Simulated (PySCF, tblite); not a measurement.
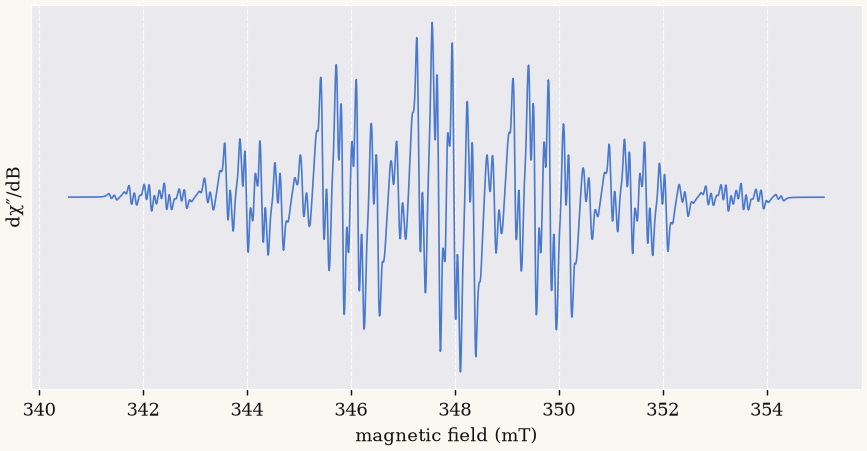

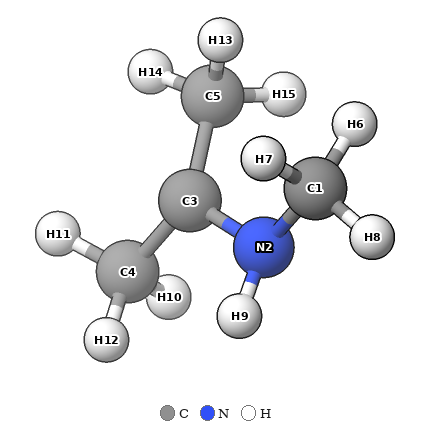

First-order isotropic EPR spectrum (fast tumbling, first derivative) of C₄H₁₀N, SMILES CN[C](C)C, doublet at 9.75 GHz, Lorentzian lines of 0.10 mT full width at half height, from computed g and hyperfine couplings (B3LYP/pcH-1 in PySCF, at a GFN2-xTB geometry (a minimum by its frequencies), gas phase); values of one conformer, averaged over methyl-type rotors alone; other conformers aren't averaged in; no vibrational averaging; dilute isotopes left out. The SMILES is one Lewis form and needn't show where the spin sits.

Question: Which couplings does the calculation give? The spectrum shows the sizes of those above the line width, not their signs.

Answer:
| nuclei | isotope | a (mT) | a (MHz) |
| --- | --- | --- | --- |
| H13, H14, H15 | ¹H | 1.86 | 52.3 |
| H10, H11, H12 | ¹H | 1.83 | 51.3 |
| H6, H7, H8 | ¹H | 0.38 | 10.6 |
| N2 | ¹⁴N | 0.30 | 8.3 |
| H9 | ¹H | 0.09 | 2.6 |

Question: What is the g value, and how wide is the spectrum?

Answer: g_iso = 2.0027, which centres the spectrum at 347.8 mT; it spans 12.9 mT.

Caveats: the tight-binding geometry is rougher than a DFT one and adds to the error.
